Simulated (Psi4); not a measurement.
# CH3B (SMILES B[CH]): UMP2/def2-SVP (density fitting with cc-pvtz-jkfit, density fitting for correlation, sweep point 4)

Aim: the vertical ionisation energy of CH3B at UMP2/def2-SVP (density fitting with cc-pvtz-jkfit, density fitting for correlation, sweep point 4), from 2 runs. Input form: a Python script.

Program for the calculation: Psi4 1.11.

## 1. The system as given

CH3B has 5 atoms, charge 0, and is taken as a triplet. SMILES: `B[CH]`. The shape comes from GFN2-xTB, which is rough for such elements, and wasn't checked as a minimum.

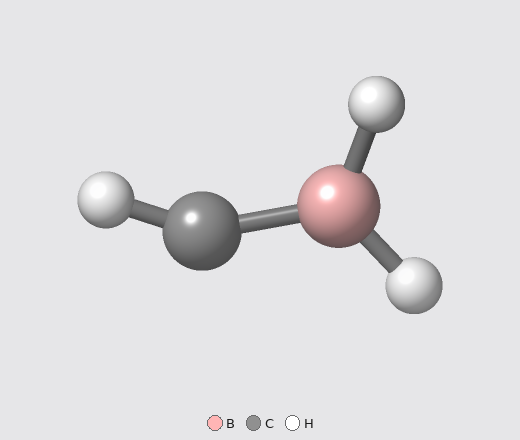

The structure, seen from a chosen angle (boron pink, carbon grey, hydrogen white).

## 2. The energy at UMP2/def2-SVP (density fitting with cc-pvtz-jkfit, density fitting for correlation, sweep point 4)

File run.py:

```python
import psi4

psi4.set_memory('1600 MB')
psi4.set_num_threads(1)
psi4.set_output_file('output.dat', False)

mol = psi4.geometry("""
0 3
B     -0.352450    -0.401400    -0.071360
C      0.507540     0.779550    -0.141970
H     -0.308550    -1.118250     0.866820
H     -1.104620    -0.672740    -0.931370
H      1.258080     1.412850     0.277880
symmetry c1
""")

options = {'basis': 'def2-SVP', 'reference': 'uhf', 'puream': True, 'scf_type': 'df', 'num_frozen_docc': 2, 'df_basis_scf': 'cc-pvtz-jkfit', 'maxiter': 150}
psi4.set_options(options)

result, w = psi4.energy("mp2", return_wfn=True)
print(f'mp2 energy: {result:.10f} Eh')
```

On the command line:

```sh
$ python run.py
```

output.dat, cut to the lines that bear on the results:

```text
[...]
  Running in c1 symmetry.
[...]
  Nuclear repulsion =   22.748848453748341
[...]
  Multiplicity = 3
[...]
  Nalpha       = 8
  Nbeta        = 6
[...]
    Number of basis functions: 43
[...]
   @DF-UHF iter   1:   -64.09128178115186   -9.44959e-01   4.14435e-03 DIIS/ADIIS
[...]
   @DF-UHF iter  13:   -64.14100478327461   -1.87583e-12   6.62137e-09 DIIS
[...]
   @S^2 Observed:                2.016508005E+00
[...]
    Orbital Energies [Eh]
    ---------------------
    Alpha Occupied:
       1A    -11.264890     2A     -7.604089     3A     -0.961361
       4A     -0.698125     5A     -0.565565     6A     -0.534505
       7A     -0.431855     8A     -0.390157
    Alpha Virtual:
       9A      0.120657    10A      0.206794    11A      0.250914
      12A      0.278078    13A      0.334744    14A      0.353025
      15A      0.411514    16A      0.495918    17A      0.582324
      18A      0.652191    19A      0.717941    20A      0.835072
      21A      0.881434    22A      0.913347    23A      0.924831
      24A      1.038296    25A      1.151102    26A      1.209571
[...]
  @DF-UHF Final Energy:   -64.14100478327461
   => Energetics <=
    Nuclear Repulsion Energy =             22.7488484537483409
    One-Electron Energy =                -130.0101548582551914
    Two-Electron Energy =                  43.1203016212322439
    Total Energy =                        -64.1410047832746102
  UHF NO Occupations:
  HONO-2 :    6  A 1.9934141
  HONO-1 :    7  A 1.0000000
[...]
 Multipole Moments:
 ------------------------------------------------------------------------------------
     Multipole            Electronic (a.u.)      Nuclear  (a.u.)        Total (a.u.)
 ------------------------------------------------------------------------------------
 L = 1.  Multiply by 2.5417464519 to convert [e a0] to [Debye]
 Dipole X            :          0.2135254            0.0440709            0.2575963
 Dipole Y            :          0.5295697           -0.2968814            0.2326883
 Dipole Z            :         -0.3052643            0.4304268            0.1251625
 Magnitude           :                                                    0.3690059
[...]
```

On the terminal:

```text
mp2 energy: -64.3086914822 Eh
```

It took 2.1 s on 1 thread of Intel Xeon Platinum 8488C (Sapphire Rapids), shared host; peak memory 0.19 GiB.

## 3. The doublet cation

File job.py:

```python
import psi4

psi4.set_memory('1600 MB')
psi4.set_num_threads(1)
psi4.set_output_file('psi4.out', False)

mol = psi4.geometry("""
1 2
B     -0.352450    -0.401400    -0.071360
C      0.507540     0.779550    -0.141970
H     -0.308550    -1.118250     0.866820
H     -1.104620    -0.672740    -0.931370
H      1.258080     1.412850     0.277880
units angstrom
symmetry c1
""")

psi4.set_options({
    'basis': 'def2-SVP',
    'reference': 'uhf',
    'puream': True,
    'scf_type': 'df',
    'num_frozen_docc': 2,
    'df_basis_scf': 'cc-pvtz-jkfit',
    'maxiter': 150,
})

E = psi4.energy('mp2')
print('E =', round(E, 9))
```

On the command line:

```sh
$ python job.py
```

psi4.out, cut to the lines that bear on the results:

```text
[...]
  Running in c1 symmetry.
[...]
  Nuclear repulsion =   22.748848453748341
[...]
  Multiplicity = 2
[...]
  Nalpha       = 7
  Nbeta        = 6
[...]
    Number of basis functions: 43
[...]
   @DF-UHF iter   1:   -63.72166532037652   -5.75342e-01   5.85612e-03 ADIIS/DIIS
[...]
   @DF-UHF iter  17:   -63.79639645797433   -2.20268e-12   5.09791e-09 DIIS
[...]
   @S^2 Observed:                7.663087909E-01
[...]
    Orbital Energies [Eh]
    ---------------------
    Alpha Occupied:
       1A    -11.680499     2A     -7.890943     3A     -1.269018
       4A     -1.014803     5A     -0.833756     6A     -0.789412
       7A     -0.764288
    Alpha Virtual:
       8A     -0.294702     9A     -0.129286    10A     -0.027062
      11A      0.023072    12A      0.074683    13A      0.120346
      14A      0.134389    15A      0.178255    16A      0.250058
      17A      0.306399    18A      0.391838    19A      0.402546
      20A      0.558804    21A      0.591782    22A      0.664254
      23A      0.668747    24A      0.756188    25A      0.878766
[...]
  @DF-UHF Final Energy:   -63.79639645797433
   => Energetics <=
    Nuclear Repulsion Energy =             22.7488484537483409
    One-Electron Energy =                -125.5278462304524680
    Two-Electron Energy =                  38.9826013187297988
    Total Energy =                        -63.7963964579743319
  UHF NO Occupations:
  HONO-2 :    5  A 1.9982463
  HONO-1 :    6  A 1.9940760
[...]
 Multipole Moments:
 ------------------------------------------------------------------------------------
     Multipole            Electronic (a.u.)      Nuclear  (a.u.)        Total (a.u.)
 ------------------------------------------------------------------------------------
 L = 1.  Multiply by 2.5417464519 to convert [e a0] to [Debye]
 Dipole X            :          0.4451403            0.0440709            0.4892112
 Dipole Y            :          0.8777807           -0.2968814            0.5808993
 Dipole Z            :         -0.3606364            0.4304268            0.0697904
 Magnitude           :                                                    0.7626548
[...]
```

Standard output:

```text
E = -63.954001923
```

Run time: 1.9 s. Hardware: 1 thread of Intel Xeon Platinum 8488C (Sapphire Rapids), shared host; peak memory 0.19 GiB.

## 4. Results

At UMP2/def2-SVP (density fitting with cc-pvtz-jkfit, density fitting for correlation, sweep point 4), 2 core orbitals frozen:

| quantity | value |
| --- | --- |
| triplet CH3B: total energy | -64.30869 Eh |
| triplet CH3B: HOMO energy (Hartree–Fock orbitals) (highest over α and β) | -10.62 eV |
| triplet CH3B: LUMO energy (Hartree–Fock orbitals) (lowest over α and β) | 0.94 eV |
| triplet CH3B: correlation energy (2 core orbitals frozen) | -167.7 mEh |
| triplet CH3B: ⟨S²⟩ | 2.017 |
| doublet cation: total energy | -63.95400 Eh |
| doublet cation: HOMO energy (Hartree–Fock orbitals) (highest over α and β) | -20.80 eV |
| doublet cation: LUMO energy (Hartree–Fock orbitals) (lowest over α and β) | -8.02 eV |
| doublet cation: correlation energy (2 core orbitals frozen) | -157.6 mEh |
| doublet cation: ⟨S²⟩ | 0.766 |
| vertical ionisation energy (to the doublet cation) | 9.652 eV |

What this shows: Removing an electron at fixed nuclei costs 9.65 eV (223 kcal/mol).
